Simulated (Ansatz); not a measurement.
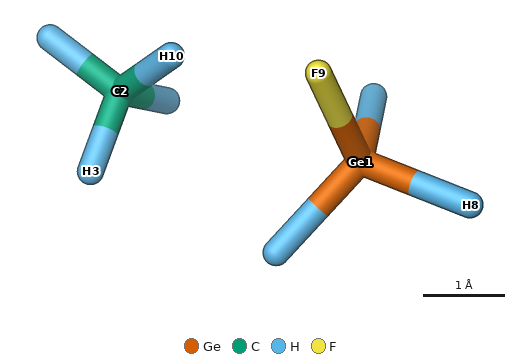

*The input geometry (stick view, seen at a tilt; atoms are numbered from 1 in the order of the input). Sticks mark near contacts.*

Bond lengths as drawn: C–H 1.11 Å, F–Ge 1.71 Å and Ge–H 1.54 to 1.55 Å.

**Geometry relaxation of CH7FGe**

CH7FGe, computed with RKS LDA/def2-SVP (Ansatz 0.2.0).

It belongs to a series of runs on one base structure; here: end point B relaxed. Figures and captions count atoms from 1; the log counts them from 0 in places.

The program's output:
```
The last accepted step is kept in [file] (removed where the run ends without a failure and the disk answers)
Engine: ansatz 0.2.0, x86_64-unknown-linux-gnu
Functional definition: SPW92
  exchange = slater_x
  correlation = pw_c
1063 factors; their error is unknown
mean field evaluation 1: about -60253.4892 eV, gradient 6.1e1 eV
mean field evaluation 2: about -60240.9901 eV, gradient 9.8e1 eV
mean field evaluation 4: about -60261.2475 eV, gradient 6.3e0 eV
mean field evaluation 8: about -60261.3279 eV, gradient 7.1e-2 eV
mean field evaluation 16: about -60261.2747 eV, gradient 3.8e-5 eV
mean field -60261.27468608 eV, -2214.5609981544 hartree, gradient 3.8e-5 eV, S^2 0.000000; 0 other end points of the search recorded, 0 dependent functions left out
the calculation of the forces begins
reference -60261.27471920 eV, -2214.5609993716 hartree; 27, 27 occupied and 68, 68 virtual orbitals, 1063 factors
relax step   1: F+E_penalty+E_count = -60261.27468608 eV  Δ(F+E_penalty+E_count) = +0.000e0 eV  max|allowed force component| = 8.345e-1 eV/Å  Δτ_max = 0.0000 Å  (24 SCF iters, accepted)
these checks for a lower state are left out or cut short: starts, cluster_reference, orbital_swaps, neighbouring_geometries, increment
1063 factors; their error is unknown
mean field -60261.30719594 eV, -2214.5621928698 hartree, gradient 1.8e-5 eV, S^2 0.000000; 0 other end points of the search recorded, 0 dependent functions left out
the calculation of the forces begins
reference -60261.30722995 eV, -2214.5621941196 hartree; 27, 27 occupied and 68, 68 virtual orbitals, 1063 factors
relax step   2: F+E_penalty+E_count = -60261.30719594 eV  Δ(F+E_penalty+E_count) = -3.251e-2 eV  max|allowed force component| = 3.327e-1 eV/Å  Δτ_max = 0.1921 Å  (26 SCF iters, accepted)
these checks for a lower state are left out or cut short: starts, cluster_reference, orbital_swaps, neighbouring_geometries, increment
1063 factors; their error is unknown
mean field -60261.30609964 eV, -2214.5621525814 hartree, gradient 1.3e-5 eV, S^2 0.000000; 0 other end points of the search recorded, 0 dependent functions left out
the calculation of the forces begins
reference -60261.30613349 eV, -2214.5621538253 hartree; 27, 27 occupied and 68, 68 virtual orbitals, 1063 factors
relax step   3: F+E_penalty+E_count = -60261.30609964 eV  Δ(F+E_penalty+E_count) = +1.096e-3 eV  max|allowed force component| = 3.784e-1 eV/Å  Δτ_max = 0.1135 Å  (27 SCF iters, rejected (line search))
these checks for a lower state are left out or cut short: starts, cluster_reference, orbital_swaps, neighbouring_geometries, increment
1063 factors; their error is unknown
mean field evaluation 32: about -60261.3663 eV, gradient 1.5e-2 eV
mean field -60261.31411766 eV, -2214.5624472384 hartree, gradient 7.3e-6 eV, S^2 0.000000; 0 other end points of the search recorded, 0 dependent functions left out
the calculation of the forces begins
reference -60261.31415152 eV, -2214.5624484826 hartree; 27, 27 occupied and 68, 68 virtual orbitals, 1063 factors
relax step   4: F+E_penalty+E_count = -60261.31411766 eV  Δ(F+E_penalty+E_count) = -6.922e-3 eV  max|allowed force component| = 8.162e-2 eV/Å  Δτ_max = 0.0552 Å  (26 SCF iters, accepted)
these checks for a lower state are left out or cut short: starts, cluster_reference, orbital_swaps, neighbouring_geometries, increment
1063 factors; their error is unknown
mean field -60261.31487669 eV, -2214.5624751322 hartree, gradient 6.8e-6 eV, S^2 0.000000; 0 other end points of the search recorded, 0 dependent functions left out
the calculation of the forces begins
reference -60261.31491051 eV, -2214.5624763750 hartree; 27, 27 occupied and 68, 68 virtual orbitals, 1063 factors
relax step   5: F+E_penalty+E_count = -60261.31487669 eV  Δ(F+E_penalty+E_count) = -7.590e-4 eV  max|allowed force component| = 2.571e-2 eV/Å  Δτ_max = 0.0350 Å  (26 SCF iters, accepted)
```

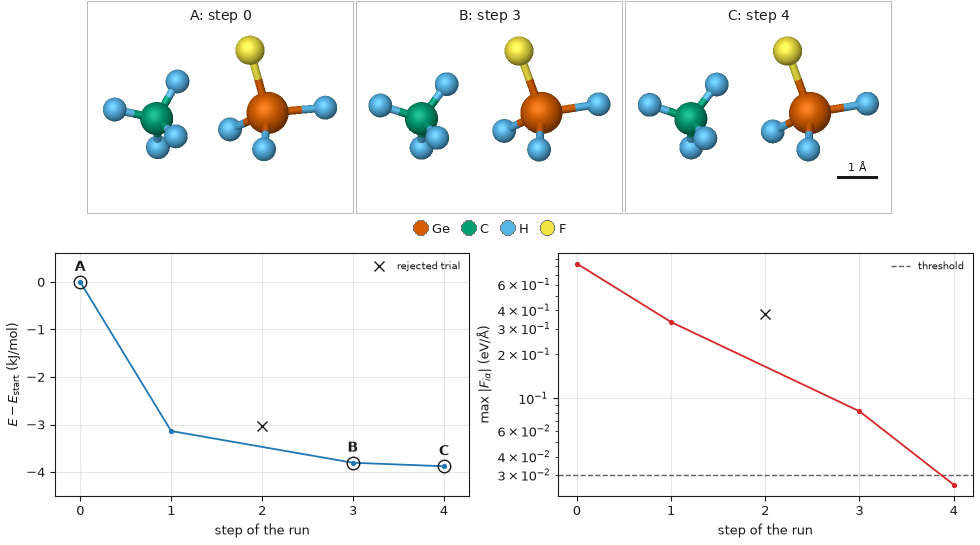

*Frames of the relaxation (ball-and-stick view, seen at a tilt) above the curves, on which the letters mark them (the first geometry is step 0 here and step 1 in the log).*

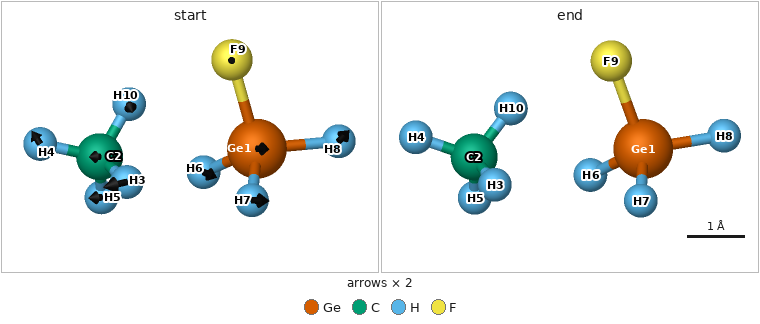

*Before (left) and after (right) the relaxation, at one scale (ball-and-stick view, seen at a tilt). The black arrows give the displacements, magnified 2 times.*

The energy falls by 3.88 kJ/mol in 4 geometry steps. The largest force component goes from 0.83 to 0.026 eV/Å. The line search rejected the trial step at point 2 (counted from 0) and went back. The atom that moves furthest after the best rigid fit is H3 (0.24 Å). By element the largest moves are H 0.24 Å, Ge 0.13 Å, C 0.12 Å, F 0.04 Å. Distances before and after: Ge1–F9 1.712 → 1.744 Å. (Atoms are counted from 1 in the order of the input.)

```
1063 factors; their error is unknown
mean field -60261.31487669 eV, -2214.5624751322 hartree, gradient 6.7e-6 eV, S^2 0.000000; 1 other end points of the search recorded, 0 dependent functions left out
the calculation of the forces begins
reference -60261.31491051 eV, -2214.5624763750 hartree; 27, 27 occupied and 68, 68 virtual orbitals, 1063 factors
Total energy: -60261.31491051 eV, -2214.5624763750 hartree
Atom 0 at    -0.054460    -0.464912    -0.587983 Å, force    -0.003939    -0.014450    -0.008901 eV/Å
Atom 1 at     0.280060    -0.042593     2.787136 Å, force    -0.020153     0.015749    -0.025714 eV/Å
Atom 2 at    -0.798244     0.083497     3.009960 Å, force     0.012281     0.002324     0.000439 eV/Å
Atom 3 at     0.839476    -0.162202     3.735231 Å, force     0.008273    -0.011521    -0.001712 eV/Å
Atom 4 at     0.652298     0.859497     2.259860 Å, force    -0.005027    -0.003042     0.009618 eV/Å
Atom 5 at     1.145918     0.498494    -0.506739 Å, force     0.000065     0.005164     0.003408 eV/Å
Atom 6 at    -1.305739     0.071075     0.135315 Å, force     0.003905    -0.000731    -0.002745 eV/Å
Atom 7 at    -0.358723    -0.896563    -2.038548 Å, force     0.002892     0.004127     0.009863 eV/Å
Atom 8 at     0.419729    -1.927556     0.234931 Å, force    -0.003927     0.006307     0.000304 eV/Å
Atom 9 at     0.425885    -0.938639     2.148038 Å, force     0.005631    -0.003927     0.015442 eV/Å
Dipole moment:    -0.111813     0.325654    -0.195794 e Å
```

Trajectory as extended XYZ (Å, eV, eV/Å), 5 frames, from step=1 to step=5:
```
10
Properties=species:S:1:pos:R:3:forces:R:3 step=1 energy=-60261.27469
Ge   -0.0481   -0.4611   -0.4541   -0.2757   0.7982  -0.6187
C     0.2790   -0.0511    2.6700    0.0374   0.0300   0.2004
H    -0.8210    0.0115    2.7825   -0.0036  -0.0039   0.0127
H     0.7486   -0.0727    3.6731    0.0032   0.0005   0.0052
H     0.6414    0.8425    2.1243    0.0144  -0.0032  -0.0023
H     1.1817    0.4653   -0.3706   -0.0097   0.0036   0.0144
H    -1.2729    0.0824    0.3053   -0.0008  -0.0066  -0.0076
H    -0.4009   -0.8009   -1.9204    0.0089   0.0044   0.0057
F     0.3942   -1.9587    0.2473    0.2495  -0.8345   0.3923
H     0.5441   -0.9772    2.1200   -0.0236   0.0115  -0.0021
10
Properties=species:S:1:pos:R:3:forces:R:3 step=2 energy=-60261.30720
Ge   -0.0615   -0.4838   -0.6133   -0.0533   0.3327  -0.0880
C     0.2892   -0.0322    2.8101    0.0137  -0.0985  -0.0185
H    -0.8048    0.0557    2.9687    0.0347  -0.0054   0.0177
H     0.8015   -0.1175    3.7913   -0.0454  -0.0056  -0.0807
H     0.6536    0.8764    2.2897    0.0135  -0.0130  -0.0137
H     1.1532    0.4614   -0.5139   -0.0018   0.0031  -0.0305
H    -1.2881    0.0665    0.1391   -0.0322  -0.0051   0.0023
H    -0.3983   -0.8609   -2.0725    0.0231  -0.0315   0.0263
F     0.4013   -1.9493    0.1834    0.0717  -0.2781   0.1432
H     0.5001   -0.9363    2.1946   -0.0240   0.1014   0.0419
10
Properties=species:S:1:pos:R:3:forces:R:3 step=3 energy=-60261.30610 accepted=F
Ge   -0.0520   -0.4543   -0.5901   -0.0580  -0.3302   0.0009
C     0.2788   -0.0450    2.7992    0.0143   0.2960  -0.3784
H    -0.7931    0.0764    3.0284   -0.1666   0.0242   0.0030
H     0.8316   -0.1938    3.7354    0.2081  -0.0877   0.2471
H     0.6550    0.8740    2.2961   -0.0638  -0.0572   0.1122
H     1.1564    0.4961   -0.5531    0.0199   0.0546   0.0724
H    -1.3149    0.0701    0.1262    0.0749   0.0388  -0.0203
H    -0.3528   -0.9192   -2.0333   -0.0145   0.0301   0.0299
F     0.4138   -1.9201    0.2511   -0.0242   0.2103  -0.0895
H     0.4235   -0.9041    2.1173    0.0099  -0.1788   0.0226
10
Properties=species:S:1:pos:R:3:forces:R:3 step=4 energy=-60261.31412
Ge   -0.0569   -0.4687   -0.5954   -0.0200   0.0186  -0.0078
C     0.2836   -0.0411    2.7943   -0.0017   0.0304  -0.0816
H    -0.8013    0.0675    2.9892   -0.0103   0.0023   0.0048
H     0.8201   -0.1510    3.7555    0.0255  -0.0183   0.0227
H     0.6539    0.8672    2.2752   -0.0102  -0.0164   0.0191
H     1.1497    0.4867   -0.5170    0.0062   0.0075  -0.0015
H    -1.2990    0.0756    0.1374   -0.0002  -0.0008  -0.0053
H    -0.3750   -0.8902   -2.0468    0.0113  -0.0052   0.0260
F     0.4118   -1.9321    0.2269    0.0055  -0.0143   0.0043
H     0.4592   -0.9338    2.1577   -0.0060  -0.0037   0.0193
10
Properties=species:S:1:pos:R:3:forces:R:3 step=5 energy=-60261.31488
Ge   -0.0545   -0.4649   -0.5880   -0.0039  -0.0144  -0.0089
C     0.2801   -0.0426    2.7871   -0.0202   0.0157  -0.0257
H    -0.7982    0.0835    3.0100    0.0123   0.0023   0.0004
H     0.8395   -0.1622    3.7352    0.0083  -0.0115  -0.0017
H     0.6523    0.8595    2.2599   -0.0050  -0.0030   0.0096
H     1.1459    0.4985   -0.5067    0.0001   0.0052   0.0034
H    -1.3057    0.0711    0.1353    0.0039  -0.0007  -0.0027
H    -0.3587   -0.8966   -2.0385    0.0029   0.0041   0.0099
F     0.4197   -1.9276    0.2349   -0.0039   0.0063   0.0003
H     0.4259   -0.9386    2.1480    0.0056  -0.0039   0.0154
```

This output came from the following input.

Input:
```yaml
crystal:
  periodic: [false, false, false]
  atoms:
    - { symbol: Ge, position_ang: [-0.048061, -0.46109, -0.454103] }
    - { symbol: C, position_ang: [0.279027, -0.051099, 2.669953] }
    - { symbol: H, position_ang: [-0.821008, 0.011464, 2.782494] }
    - { symbol: H, position_ang: [0.748649, -0.072664, 3.673101] }
    - { symbol: H, position_ang: [0.641368, 0.842513, 2.124261] }
    - { symbol: H, position_ang: [1.181718, 0.465335, -0.37062] }
    - { symbol: H, position_ang: [-1.27285, 0.082417, 0.305264] }
    - { symbol: H, position_ang: [-0.400867, -0.800865, -1.920448] }
    - { symbol: F, position_ang: [0.394157, -1.958699, 0.247329] }
    - { symbol: H, position_ang: [0.544067, -0.977213, 2.119969] }
basis:
  gaussian: { orbitals: def2-SVP }
hamiltonian:
  xc: lda
relax:
  f_tol: 0.03
  max_steps: 50
```

Launched with:
```bash
ansatz run input.yaml --threads 2 --pin off --max-ram 3072MiB --backend cpu --events-out ev --progress --plain --runs-dir out
```

Summary:

| quantity | value |
| --- | --- |
| outcome | converged |
| total energy | −60261.3149 eV |
| mean-field energy | −60261.3149 eV |
| largest force (length of the vector) at the end | 0.036 eV/Å |
| hardware | 2 threads of Intel Xeon (Sapphire Rapids), 32 GiB of memory available, shared host |
| wall time | 4.3 s (CPU time 7.9 s) |
| peak memory | 0.15 GiB |
